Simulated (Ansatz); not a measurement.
BSiH$_{7}$O$_{2}$: several calculations on one system

Part 1: Relaxation

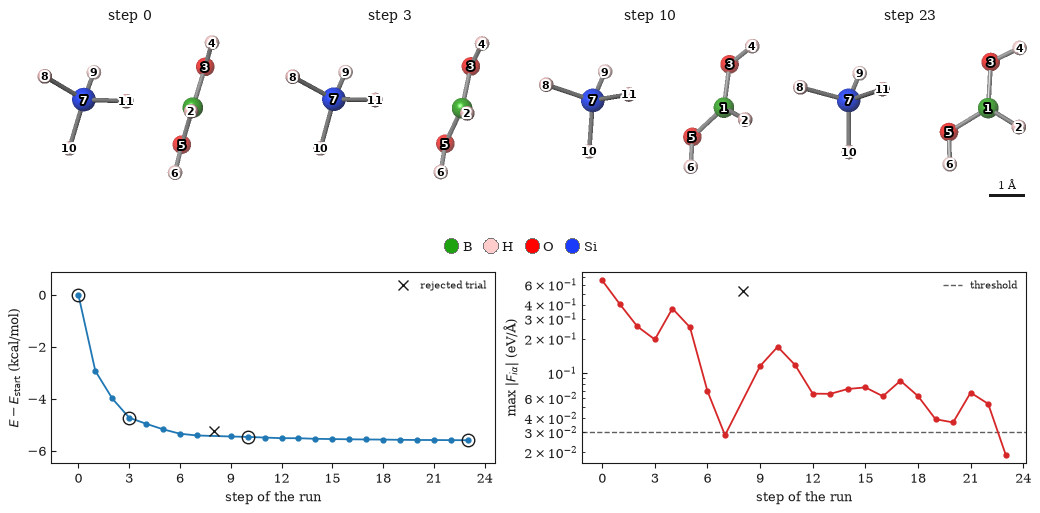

Frames of a relaxation of BSiH₇O₂, marked on the history of the run. A ball-and-stick model, seen at a tilt.

The run prepares an end point of a later path (reaction) calculation, from a guessed geometry.

Level of theory: RKS PBE-D4/6-31G* (Ansatz 0.2.0). Set-up: no spin polarisation; force threshold 0.03 eV/Å; at most 50 steps.

Describe the path.

The energy falls by 5.58 kcal/mol in 22 accepted moves (23 points after the start). The largest force component goes from 0.66 to 0.019 eV/Å. The line search rejected the trial step at point 8 of the run. The forces were under the threshold at step 7, but the run went on from there. H2 moves most after the best rigid fit: 1.56 Å. By element the largest moves are H 1.56 Å, O 0.63 Å, B 0.45 Å, Si 0.44 Å. Among the contacts that change: Si7–H11 1.476 → 1.497 Å, B1–H2 1.198 → 1.214 Å. Cost: 60 s on 1 thread of Arm Neoverse V2 (shared host), peak memory 0.12 GiB. From step 0 to 3: H2 moves most (0.47 Å), energy −4.72 kcal/mol. From step 3 to 10: H2 moves most (0.57 Å), energy −0.74 kcal/mol. From step 10 to 23: H2 moves most (0.57 Å), energy −0.13 kcal/mol.

| step | E − E(0), kcal/mol | largest force component, eV/Å | note |
| --- | --- | --- | --- |
| 0 | 0.00 | 0.6552 |  |
| 1 | -2.92 | 0.4059 |  |
| 2 | -3.98 | 0.2579 |  |
| 3 | -4.72 | 0.1978 |  |
| 4 | -4.95 | 0.3709 |  |
| 5 | -5.16 | 0.2538 |  |
| 6 | -5.33 | 0.0693 |  |
| 7 | -5.40 | 0.0284 |  |
| 8 | -5.22 | 0.5243 | rejected |
| 9 | -5.44 | 0.1154 |  |
| 10 | -5.46 | 0.1706 |  |
| 11 | -5.48 | 0.1175 |  |
| 12 | -5.51 | 0.0659 |  |
| 13 | -5.51 | 0.0657 |  |
| 14 | -5.53 | 0.0724 |  |
| 15 | -5.54 | 0.0748 |  |
| 16 | -5.55 | 0.0625 |  |
| 17 | -5.55 | 0.0856 |  |
| 18 | -5.56 | 0.0628 |  |
| 19 | -5.57 | 0.0392 |  |
| 20 | -5.57 | 0.0368 |  |
| 21 | -5.58 | 0.0672 |  |
| 22 | -5.58 | 0.0536 |  |
| 23 | -5.58 | 0.0191 |  |

Part 2: Relaxation

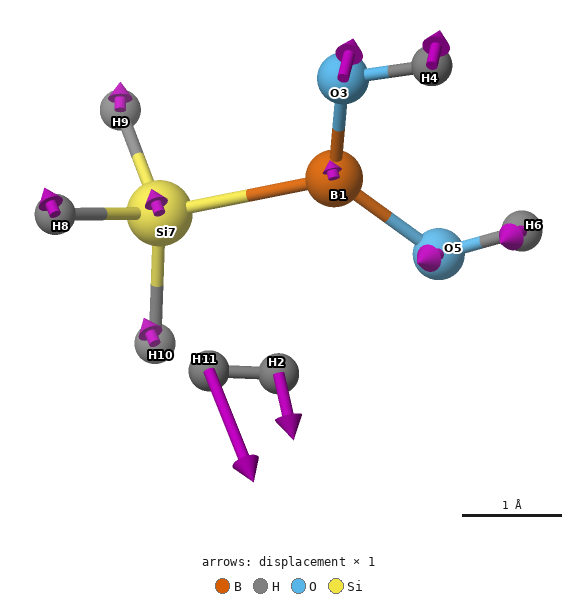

A relaxation of BSiH7O2. The starting structure is drawn; purple arrows show the displacements, at their true length. The two geometries are superimposed by the best rigid fit.

A ball-and-stick model, seen at a tilt.

The run prepares an end point of a later path (reaction) calculation, from a guessed geometry.

Theory: Ansatz 0.2.0, RKS PBE-D4/6-31G*. Set-up: no spin polarisation; force threshold 0.03 eV/Å; at most 50 steps.

Q: Atoms of which element are displaced furthest, and by how much?

A: Hydrogen: up to 1.34 Å, against 0.60 Å for oxygen.

Q: Describe the change and its energy.

A: Over 13 accepted moves (15 points after the start) the energy falls by 5.03 kcal/mol. The largest force component goes from 1 to 0.013 eV/Å. The line search rejected the trial steps at points 6, 9 of the run. The forces were under the threshold at step 8, but the run went on from there. H11 moves most after the best rigid fit: 1.34 Å. Largest moves by element: H 1.34 Å, O 0.60 Å, Si 0.30 Å, B 0.20 Å. Some distances before and after: B1–Si7 1.977 → 2.037 Å, H2–H11 0.713 → 0.751 Å. Groups turn about B1–Si7 by about 25°.

Limits of the set-up: the start holds two separate molecules, 2.4 Å apart at their closest, whose relative position is a soft coordinate.

Part 3: Path

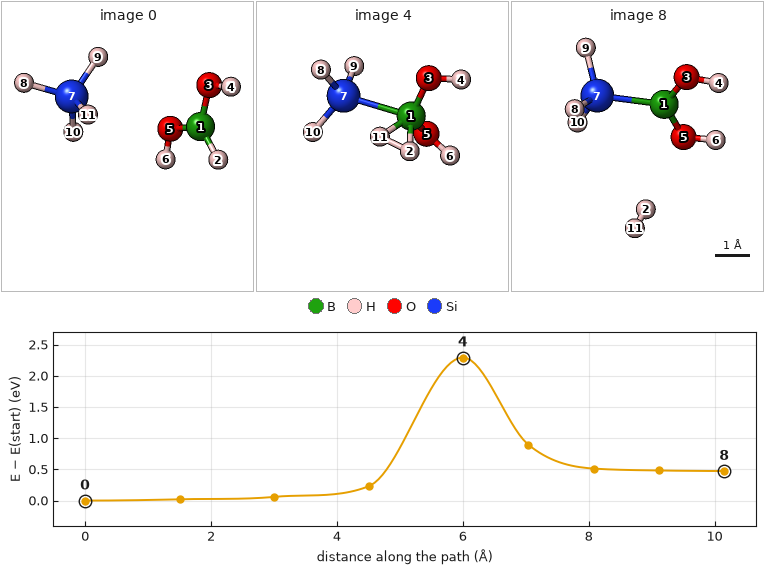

A nudged-elastic-band calculation for BSiH7O2, made up at the start of BH3O2 and SiH$_{4}$. Images are numbered from 0 (start) to 8 (end). A ball-and-stick model, seen at a tilt.

Level of theory: RKS PBE-D4/6-31G* (Ansatz). Set-up: 7 movable images; climbing image; force threshold 0.03 eV/Å; iteration limit 60; starting path through a guess of the saddle point.

> Read off the barrier and say what moves.

Breaking: B1–H2 (1.21 → 1.39 at the top → 3.21 Å), Si7–H11 (1.50 → 1.97 at the top → 4.20 Å). Forming: B1–Si7 (4.03 → 2.17 at the top → 2.04 Å), H2–H11 (4.16 → 1.03 at the top → 0.75 Å). The highest point, image 4, lies 2.29 eV above the start and 1.82 eV above the end; the end is at +0.47 eV relative to the start. The band is converged. At the top, the vibrational analysis gives one imaginary mode (1021i cm⁻¹), as a transition state must have.

Limits of the set-up: the start holds two separate molecules, 2.9 Å apart at their closest, whose relative position is a soft coordinate.

The run took 7.4 min on 1 thread of Arm Neoverse V2, on a shared host, peak memory 0.11 GiB.
